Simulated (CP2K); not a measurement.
# CH2FNSi (SMILES FC1=N[SiH2]1): a chain of runs

Aim: a structure relaxation (singlet CH2FNSi, PM3), then energy and forces (doublet CH2FNSi−, PM3), then a geometry optimisation (doublet CH2FNSi−, PM3), then energy and forces (singlet CH2FNSi, PM3) of CH2FNSi. 

Program for the calculation: CP2K 2026.2.

2 further runs of the same task are left out: 1 that didn't finish, 1 set aside as unsound or not needed.

## (1) The system as given

CH2FNSi has 6 atoms, charge 0, and is taken as a singlet. As SMILES, `FC1=N[SiH2]1`. The coordinates come from a PBE0-D4/def2-TZVP relaxation. The run starts from this shape.

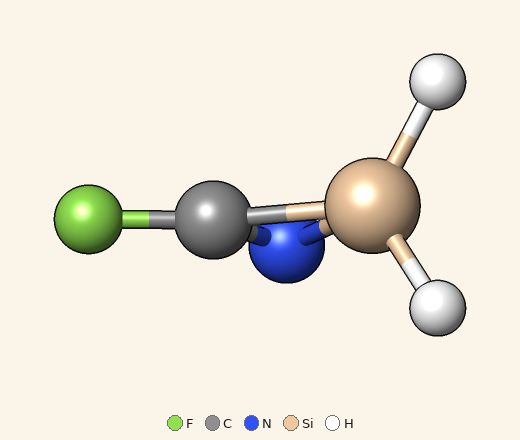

The structure, seen from a chosen angle (fluorine green, carbon grey, nitrogen blue, silicon light orange, hydrogen white).

## (2) A structure relaxation at PM3 (run 1)

qs.inp

```
&GLOBAL
  PROJECT qs
  RUN_TYPE GEO_OPT
  PRINT_LEVEL LOW
&END GLOBAL

# ionic moves
&MOTION
  &GEO_OPT
    OPTIMIZER LBFGS
    MAX_ITER 100
    MAX_FORCE 4.5E-04
    RMS_FORCE 3.0E-04
  &END GEO_OPT
  &PRINT
    &TRAJECTORY
      &EACH
        GEO_OPT 1
      &END EACH
    &END TRAJECTORY
    &FORCES ON
      &EACH
        GEO_OPT 1
      &END EACH
    &END FORCES
    &RESTART OFF
    &END RESTART
    &RESTART_HISTORY OFF
    &END RESTART_HISTORY
  &END PRINT
&END MOTION

&FORCE_EVAL
  METHOD QS
  &DFT
    CHARGE 0
    MULTIPLICITY 1
    # Quickstep
    &QS
      METHOD PM3
      EPS_DEFAULT 1.0E-10
      &SE
        &COULOMB
          CUTOFF [angstrom] 50
          RC_RANGE [angstrom] 0
        &END COULOMB
        &EXCHANGE
          CUTOFF [angstrom] 50
          RC_RANGE [angstrom] 0
        &END EXCHANGE
      &END SE
    &END QS
    # cluster boundary conditions
    &POISSON
      PERIODIC NONE
      POISSON_SOLVER ANALYTIC
    &END POISSON
    # SCF settings
    &SCF
      SCF_GUESS ATOMIC
      EPS_SCF 1.0E-06
      MAX_SCF 100
      ADDED_MOS 2
      &DIAGONALIZATION
        ALGORITHM STANDARD
      &END DIAGONALIZATION
      &MIXING
        METHOD DIRECT_P_MIXING
        ALPHA 0.4
      &END MIXING
    &END SCF
    &PRINT
      &MOMENTS
        PERIODIC F
        REFERENCE COM
        MAX_MOMENT 1
      &END MOMENTS
      &MULLIKEN OFF
      &END MULLIKEN
      &HIRSHFELD OFF
      &END HIRSHFELD
    &END PRINT
  &END DFT
  &SUBSYS
    &CELL
      ABC [angstrom] 18.4 19.2 18.4
      PERIODIC NONE
    &END CELL
    &COORD
      F      1.423100    -1.608300     0.851500
      C      0.513000    -0.815400     0.333600
      N     -0.624100    -1.110900    -0.124500
      Si    -0.284400     0.654600    -0.233900
      H      0.001700     1.243400    -1.557500
      H     -0.987300     1.572700     0.684600
    &END COORD
    &TOPOLOGY
      &CENTER_COORDINATES
      &END CENTER_COORDINATES
    &END TOPOLOGY
  &END SUBSYS
&END FORCE_EVAL
```

Command:

```sh
OMP_NUM_THREADS=1 cp2k.psmp -i qs.inp > qs.out 2>&1
```

Standard output:

```text
CP2K| version string:                                       CP2K version 2026.2
[...]
 GLOBAL| Method name                                                        CP2K
[...]
 GLOBAL| Run type                                                        GEO_OPT
[...]
                             - Atoms:                                          6
[...]
                             - Spherical basis functions:                     18
[...]
 Number of electrons:                                                         22
[...]
     1 P_Mix/Diag. 0.40E+00    0.0     0.68886625       -26.1333212783 -2.61E+01
[...]
  *** SCF run converged in    17 steps ***
[...]
 ENERGY| Total FORCE_EVAL ( QS ) energy [hartree]            -30.208873311241121
[...]
 OPT| Step number                                                              1
[...]
 OPT| Total energy [hartree]                                      -30.2104598651
[...]
 OPT| Step number                                                             12
[...]
 OPT| Total energy [hartree]                                      -30.2121221265
[...]
 OPT| Step number                                                             13
[...]
 OPT| Total energy [hartree]                                      -30.2121235942
[...]
 ***                    GEOMETRY OPTIMIZATION COMPLETED                      ***
[...]
     9 DIIS/Diag.  0.23E-06    0.0     0.00000068       -30.2121235942 -5.42E-12
  *** SCF run converged in     9 steps ***
  Core-core repulsion energy [eV]:                           1081.16880259327559
  Core Hamiltonian energy [eV]:                             -1352.03402833495466
  Two-electron integral energy [eV]:                        -1102.49693300404806
  Electronic energy [eV]:                                   -1903.28249483697869
  Total energy [eV]:                                         -822.11369224370310
  Atomic reference energy [eV]:                               822.64444758758736
  Heat of formation [kcal/mol]:                                12.23950996441317
[...]
 SE_DIPOLE| Moment [Debye]         -0.20582275      -3.39526349       0.40772943
 SE_DIPOLE| Derivative [a.u.]       0.00000000       0.00000000       0.00000000
 ENERGY| Total FORCE_EVAL ( QS ) energy [hartree]            -30.212123594207558
[...]
```

It took 0.78 s on 1 thread of Arm Neoverse N1, shared host; peak memory 0.14 GiB.

Steps, from the record of the run:

```csv
step,energy from the first frame kept (eV),largest force (eV/Å)
1,0.0000,1.7069
2,-0.0175,0.4609
3,-0.0216,0.3780
4,-0.0297,0.6734
5,-0.0384,0.6177
6,-0.0415,0.5180
7,-0.0437,0.1480
8,-0.0440,0.0595
9,-0.0442,0.0651
10,-0.0448,0.1211
11,-0.0450,0.2058
12,-0.0452,0.0419
13,-0.0453,0.0227
14,-0.0453,0.0227
```

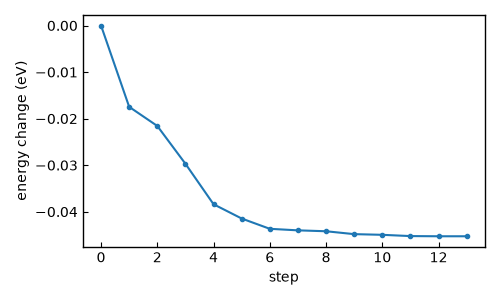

Energy along the run.

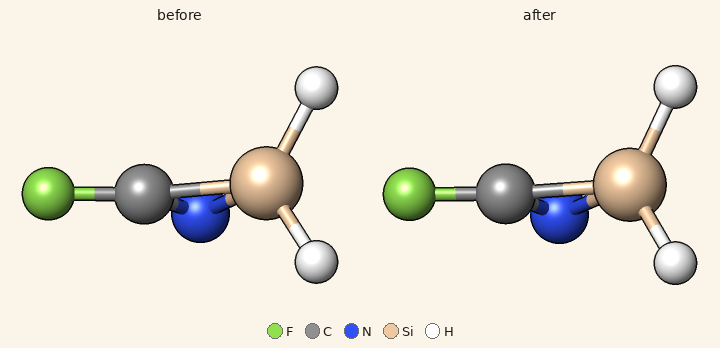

Before and after, at one scale.

After the run. Bond lengths: F1–C2 1.320 Å, C2–N3 1.295 Å, C2–Si4 1.763 Å, N3–Si4 1.809 Å, Si4–H5 1.487 Å, Si4–H6 1.487 Å. Angles: F1–C2–N3 123.7°, F1–C2–Si4 165.6°, N3–C2–Si4 70.7°, C2–N3–Si4 66.9°, C2–Si4–N3 42.5°, C2–Si4–H5 119.7°, C2–Si4–H6 119.7°, N3–Si4–H5 120.6°, N3–Si4–H6 120.6°, H5–Si4–H6 114.8°.

## (3) The doublet anion: energy and gradient at PM3 (run 2)

calc.inp

```
&GLOBAL
   PROJECT calc
   RUN_TYPE ENERGY_FORCE
   PRINT_LEVEL MEDIUM
&END GLOBAL
&FORCE_EVAL
   METHOD Quickstep
   &DFT
      CHARGE -1
      MULTIPLICITY 2
      SPIN_POLARIZED T
      &QS
         METHOD PM3
         EPS_DEFAULT 1.0E-10
         &SE
            &COULOMB
               CUTOFF [angstrom] 50
               RC_RANGE [angstrom] 0
            &END COULOMB
            &EXCHANGE
               CUTOFF [angstrom] 50
               RC_RANGE [angstrom] 0
            &END EXCHANGE
         &END SE
      &END QS
      &POISSON
         PERIODIC NONE
         POISSON_SOLVER ANALYTIC
      &END POISSON
      &SCF
         SCF_GUESS ATOMIC
         EPS_SCF 1.0E-06
         MAX_SCF 30
         &OT
            MINIMIZER DIIS
            PRECONDITIONER FULL_ALL
         &END OT
         &OUTER_SCF
            EPS_SCF 1.0E-06
            MAX_SCF 5
         &END OUTER_SCF
      &END SCF
      &PRINT
         &MOMENTS
            PERIODIC F
            REFERENCE COM
            MAX_MOMENT 1
         &END MOMENTS
         &MO_CUBES
            NLUMO 5
            NHOMO -1
            WRITE_CUBE F
         &END MO_CUBES
         &HIRSHFELD OFF
         &END HIRSHFELD
      &END PRINT
   &END DFT
   &SUBSYS
      &CELL
         ABC 18.4 19.2 18.4
         PERIODIC NONE
      &END CELL
      &COORD
         F     10.396779     8.010982    10.400562
         C      9.510401     8.843300     9.887397
         N      8.356141     8.473688     9.432555
         Si     8.637240    10.255384     9.294925
         H      9.018291    10.862896     7.991733
         H      8.015747    11.196651    10.264627
      &END COORD
      &TOPOLOGY
         &CENTER_COORDINATES
         &END CENTER_COORDINATES
      &END TOPOLOGY
   &END SUBSYS
   &PRINT
      &FORCES ON
      &END FORCES
   &END PRINT
&END FORCE_EVAL
```

Command:

```sh
OMP_NUM_THREADS=1 cp2k.psmp -i calc.inp -o calc.out
```

Standard output:

```text
CP2K| version string:                                       CP2K version 2026.2
[...]
 GLOBAL| Method name                                                        CP2K
[...]
 GLOBAL| Run type                                                   ENERGY_FORCE
[...]
                             - Atoms:                                          6
[...]
                             - Spherical basis functions:                     18
[...]
 Number of electrons:                                                         12
[...]
     1 OT DIIS     0.15E+00    0.0     0.21197450       -26.7115410871 -2.67E+01
[...]
    17 OT DIIS     0.15E+00    0.0     0.00000037       -30.2537422352 -4.44E-10
  *** SCF run converged in    17 steps ***
  Core-core repulsion energy [eV]:                           1081.16882243850978
  Core Hamiltonian energy [eV]:                             -1381.06658562094367
  Two-electron integral energy [eV]:                        -1046.69685975643688
  Electronic energy [eV]:                                   -1904.41501549916211
  Total energy [eV]:                                         -823.24619306065244
  Atomic reference energy [eV]:                               822.64444758758736
  Heat of formation [kcal/mol]:                               -13.87658136368408
[...]
 SE_DIPOLE| Moment [Debye]         -0.54638684       0.42328370      -0.30317946
 SE_DIPOLE| Derivative [a.u.]       0.00000000       0.00000000       0.00000000
 *** WARNING in qs_scf_post_se.F:140 :: Printing of MO cube files not ***
 *** implemented for Semi-Empirical method.                           ***
 ENERGY| Total FORCE_EVAL ( QS ) energy [hartree]            -30.253742235260649
 FORCES| Atomic forces [hartree/bohr]
 FORCES|   Atom     x               y               z               |f|
 FORCES|      1  2.33566433E-03 -1.10898748E-02  2.65982917E-03   1.16411057E-02
 FORCES|      2  1.10903245E-02 -6.37227110E-03  5.82540771E-03   1.40547683E-02
 FORCES|      3 -3.92010172E-03 -2.15011977E-03 -1.41289288E-03   4.68897417E-03
 FORCES|      4  4.52096431E-03  1.70517307E-02 -5.10902682E-04   1.76482764E-02
 FORCES|      5 -6.82535998E-03  1.21736320E-03 -3.70726558E-03   7.86201819E-03
 FORCES|      6 -7.20149141E-03  1.34317175E-03 -2.85417574E-03   7.86205495E-03
 FORCES| Sum    -2.32452946E-16  1.11022302E-16 -7.04297731E-16
 FORCES| Total atomic force                                       7.49930409E-16
[...]
```

Wall time 1.3 s (1 thread of Arm Neoverse N1, shared host); peak memory 0.14 GiB.

## (4) The doublet anion: a geometry optimisation at PM3 (run 3)

calc.inp

```
&FORCE_EVAL
  METHOD QUICKSTEP
  &DFT
    CHARGE -1
    MULTIPLICITY 2
    UNRESTRICTED_KOHN_SHAM T
    &QS
      METHOD PM3
      EPS_DEFAULT 1.0E-10
      &SE
        &COULOMB
          CUTOFF [angstrom] 50
          RC_RANGE [angstrom] 0
        &END
        &EXCHANGE
          CUTOFF [angstrom] 50
          RC_RANGE [angstrom] 0
        &END
      &END
    &END
    &POISSON
      PERIODIC NONE
      POISSON_SOLVER ANALYTIC
    &END
    &SCF
      SCF_GUESS ATOMIC
      EPS_SCF 1.0E-06
      MAX_SCF 30
      &OT
        MINIMIZER DIIS
        PRECONDITIONER FULL_ALL
      &END
      &OUTER_SCF
        EPS_SCF 1.0E-06
        MAX_SCF 5
      &END
    &END
    &PRINT
      &MOMENTS
        PERIODIC F
        REFERENCE COM
        MAX_MOMENT 1
      &END
      &MULLIKEN OFF
      &END
      &HIRSHFELD OFF
      &END
    &END
  &END
  &SUBSYS
    &CELL
      ABC 18.4 19.2 18.4
      PERIODIC NONE
    &END
    &COORD
      F     10.396779     8.010982    10.400562
      C      9.510401     8.843300     9.887397
      N      8.356141     8.473688     9.432555
      Si     8.637240    10.255384     9.294925
      H      9.018291    10.862896     7.991733
      H      8.015747    11.196651    10.264627
    &END
    &TOPOLOGY
      &CENTER_COORDINATES
      &END
    &END
  &END
&END

&MOTION
  &GEO_OPT
    OPTIMIZER LBFGS
    MAX_ITER 100
    MAX_FORCE 4.5E-04
    RMS_FORCE 3.0E-04
  &END
  &PRINT
    &TRAJECTORY
      &EACH
        GEO_OPT 1
      &END
    &END
    &FORCES ON
      &EACH
        GEO_OPT 1
      &END
    &END
    &RESTART OFF
    &END
    &RESTART_HISTORY OFF
    &END
  &END
&END

&GLOBAL
  PROJECT_NAME calc
  RUN_TYPE GEO_OPT
  PRINT_LEVEL LOW
&END
```

Command:

```sh
OMP_NUM_THREADS=1 cp2k.psmp -i calc.inp -o calc.out
```

Standard output:

```text
CP2K| version string:                                       CP2K version 2026.2
[...]
 GLOBAL| Method name                                                        CP2K
[...]
 GLOBAL| Run type                                                        GEO_OPT
[...]
                             - Atoms:                                          6
[...]
                             - Spherical basis functions:                     18
[...]
 Number of electrons:                                                         12
[...]
     1 OT DIIS     0.15E+00    0.0     0.21197450       -26.7115410871 -2.67E+01
[...]
  *** SCF run converged in    17 steps ***
[...]
 ENERGY| Total FORCE_EVAL ( QS ) energy [hartree]            -30.253742235260649
[...]
 OPT| Step number                                                              1
[...]
 OPT| Total energy [hartree]                                      -30.2546029548
[...]
 OPT| Step number                                                             10
[...]
 OPT| Total energy [hartree]                                      -30.2673173913
[...]
 OPT| Step number                                                             11
[...]
 OPT| Total energy [hartree]                                      -30.2673181634
[...]
 ***                    GEOMETRY OPTIMIZATION COMPLETED                      ***
[...]
    14 OT DIIS     0.15E+00    0.0     0.00000062       -30.2673181633 -2.91E-10
  *** SCF run converged in    14 steps ***
  Core-core repulsion energy [eV]:                           1069.23876054485936
  Core Hamiltonian energy [eV]:                             -1381.68446224438276
  Two-electron integral energy [eV]:                        -1022.33982230273057
  Electronic energy [eV]:                                   -1892.85437339574787
  Total energy [eV]:                                         -823.61561285088851
  Atomic reference energy [eV]:                               822.64444758758736
  Heat of formation [kcal/mol]:                               -22.39560478143384
[...]
 SE_DIPOLE| Moment [Debye]         -0.38385133       1.00933917      -0.31750584
 SE_DIPOLE| Derivative [a.u.]       0.00000000       0.00000000       0.00000000
 ENERGY| Total FORCE_EVAL ( QS ) energy [hartree]            -30.267318163329904
[...]
```

Wall time 7.8 s (1 thread of Arm Neoverse N1, shared host); peak memory 0.14 GiB.

Steps, from the record of the run:

```csv
step,energy from the first frame kept (eV),largest force (eV/Å)
1,0.0000,1.4957
2,-0.0276,1.0858
3,-0.0962,1.2238
4,-0.1709,1.7295
5,-0.2635,1.3719
6,-0.2957,1.7156
7,-0.3330,0.5387
8,-0.3413,0.7594
9,-0.3455,0.2399
10,-0.3460,0.0292
11,-0.3460,0.0222
12,-0.3460,0.0222
```

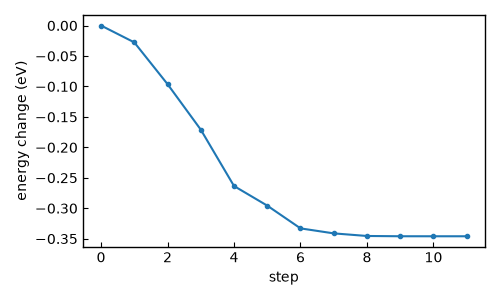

Energy along the run.

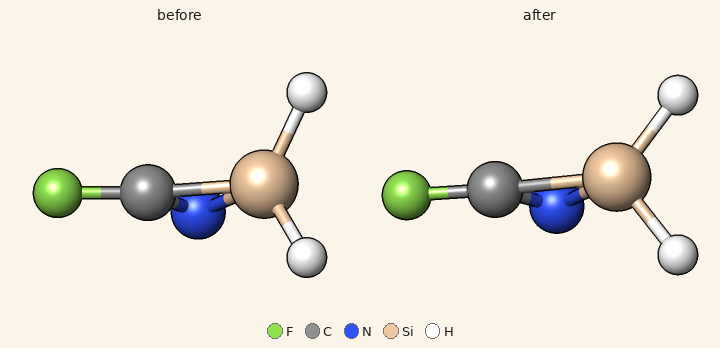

Before and after, at one scale.

After the run. Bond lengths: F1–C2 1.331 Å, C2–N3 1.291 Å, C2–Si4 1.907 Å, N3–Si4 1.826 Å, Si4–H5 1.511 Å, Si4–H6 1.511 Å. Angles: F1–C2–N3 120.7°, F1–C2–Si4 172.9°, N3–C2–Si4 66.4°, C2–N3–Si4 73.1°, C2–Si4–N3 40.4°, C2–Si4–H5 125.4°, C2–Si4–H6 125.4°, N3–Si4–H5 110.4°, N3–Si4–H6 110.4°, H5–Si4–H6 106.7°.

## (5) Energy and gradient at PM3 (run 4)

qs.inp

```
&FORCE_EVAL
   METHOD QS
   &DFT
      CHARGE 0
      MULTIPLICITY 1
      ! Quickstep
      &QS
         METHOD PM3
         EPS_DEFAULT 1.0E-10
         &SE
            &COULOMB
               CUTOFF [angstrom] 50
               RC_RANGE [angstrom] 0
            &END COULOMB
            &EXCHANGE
               CUTOFF [angstrom] 50
               RC_RANGE [angstrom] 0
            &END EXCHANGE
         &END SE
      &END QS
      ! no periodic images
      &POISSON
         PERIODIC NONE
         POISSON_SOLVER ANALYTIC
      &END POISSON
      ! self-consistent field
      &SCF
         SCF_GUESS ATOMIC
         EPS_SCF 1.0E-06
         MAX_SCF 100
         ADDED_MOS 2
         &DIAGONALIZATION
            ALGORITHM STANDARD
         &END DIAGONALIZATION
         &MIXING
            METHOD DIRECT_P_MIXING
            ALPHA 0.4
         &END MIXING
      &END SCF
      &PRINT
         &MOMENTS
            PERIODIC F
            REFERENCE COM
            MAX_MOMENT 1
         &END MOMENTS
         &MO ON
            ENERGIES T
            OCCUPATION_NUMBERS T
            NDIGITS 6
            &EACH
               QS_SCF 0
            &END EACH
            ADD_LAST NUMERIC
         &END MO
         &HIRSHFELD OFF
         &END HIRSHFELD
      &END PRINT
   &END DFT
   ! structure
   &SUBSYS
      ! vacuum box
      &CELL
         ABC [angstrom] 18.5 19.5 18.5
         PERIODIC NONE
      &END CELL
      &COORD
         F     10.331752     7.731643    10.418960
         C      9.644444     8.775960     9.962456
         N      8.463307     8.620781     9.464282
         Si     8.846884    10.403969     9.371626
         H      8.790184    10.882408     7.939521
         H      7.820450    11.205241    10.138069
      &END COORD
      &TOPOLOGY
         &CENTER_COORDINATES
         &END CENTER_COORDINATES
      &END TOPOLOGY
   &END SUBSYS
   ! extra output
   &PRINT
      &FORCES ON
      &END FORCES
   &END PRINT
&END FORCE_EVAL

&GLOBAL
   PROJECT qs
   RUN_TYPE ENERGY_FORCE
   PRINT_LEVEL MEDIUM
&END GLOBAL
```

Command:

```sh
OMP_NUM_THREADS=1 cp2k.psmp -i qs.inp > qs.out 2>&1
```

Standard output:

```text
CP2K| version string:                                       CP2K version 2026.2
[...]
 GLOBAL| Method name                                                        CP2K
[...]
 GLOBAL| Run type                                                   ENERGY_FORCE
[...]
                             - Atoms:                                          6
[...]
                             - Spherical basis functions:                     18
[...]
 Number of electrons:                                                         22
[...]
     1 P_Mix/Diag. 0.40E+00    0.0     0.72377931       -26.2219126701 -2.62E+01
[...]
    18 DIIS/Diag.  0.13E-06    0.0     0.00000059       -30.1901252550 -8.53E-12
  *** SCF run converged in    18 steps ***
  Core-core repulsion energy [eV]:                           1069.23884068174561
  Core Hamiltonian energy [eV]:                             -1351.43943889166576
  Two-electron integral energy [eV]:                        -1078.62897756060192
  Electronic energy [eV]:                                   -1890.75392767196672
  Total energy [eV]:                                         -821.51508699022111
  Atomic reference energy [eV]:                               822.64444758758736
  Heat of formation [kcal/mol]:                                26.04367613846362
[...]
 SE_DIPOLE| Moment [Debye]         -0.83751668      -3.86411181       0.19798330
 SE_DIPOLE| Derivative [a.u.]       0.00000000       0.00000000       0.00000000
 ENERGY| Total FORCE_EVAL ( QS ) energy [hartree]            -30.190125254959909
 FORCES| Atomic forces [hartree/bohr]
 FORCES|   Atom     x               y               z               |f|
 FORCES|      1 -3.31611662E-04  1.80574951E-02 -2.79806073E-03   1.82760017E-02
 FORCES|      2 -1.65566562E-02  1.32575188E-02 -9.24850173E-03   2.31391325E-02
 FORCES|      3  5.06870171E-03  1.15752708E-03  2.06539851E-03   5.59441480E-03
 FORCES|      4 -1.53378227E-02 -3.38827286E-02 -1.79078971E-03   3.72356688E-02
 FORCES|      5  1.36699352E-02  6.74598219E-04  5.67900171E-03   1.48180049E-02
 FORCES|      6  1.34874537E-02  7.35589527E-04  6.09295195E-03   1.48181160E-02
 FORCES| Sum     4.40619763E-16  5.55111512E-17 -4.99600361E-16
 FORCES| Total atomic force                                       6.68451781E-16
[...]
```

It took 0.4 s on 1 thread of Arm Neoverse N1, shared host; peak memory 0.14 GiB.

## (6) Outcome

| quantity | value |
| --- | --- |
| run 1, PM3: total energy at the end | -30.21212 Eh |
| run 1, PM3: dipole moment | 3.43 D |
| run 1, PM3: heat of formation | 12.2 kcal/mol |
| doublet anion, run 2: total energy | -30.25374 Eh |
| doublet anion, run 2: heat of formation at this unrelaxed shape | -13.9 kcal/mol |
| doublet anion, run 2: largest force on an atom | 0.908 eV/Å |
| doublet anion, run 3: total energy at the end | -30.26732 Eh |
| doublet anion, run 3: heat of formation | -22.4 kcal/mol |
| run 4, PM3: total energy | -30.19013 Eh |
| run 4, PM3: dipole moment | 3.96 D |
| run 4, PM3: HOMO energy | -9.19 eV |
| run 4, PM3: LUMO energy | -1.88 eV |
| run 4, PM3: HOMO–LUMO gap | 7.31 eV |
| run 4, PM3: heat of formation at this unrelaxed shape | 26.0 kcal/mol |
| run 4, PM3: largest force on an atom | 1.915 eV/Å |
| adiabatic electron affinity (to the doublet anion, no zero-point term) | 1.502 eV |

**Reading.** The adiabatic electron affinity (to the doublet anion, no zero-point term) is 1.50 eV (35 kcal/mol). The largest force (run 4, PM3) is 1.91 eV/Å: the shape isn't a stationary point for this species at this level. The optimisation (run 1, PM3) took 13 steps. The optimisation (doublet anion, run 3) took 11 steps.
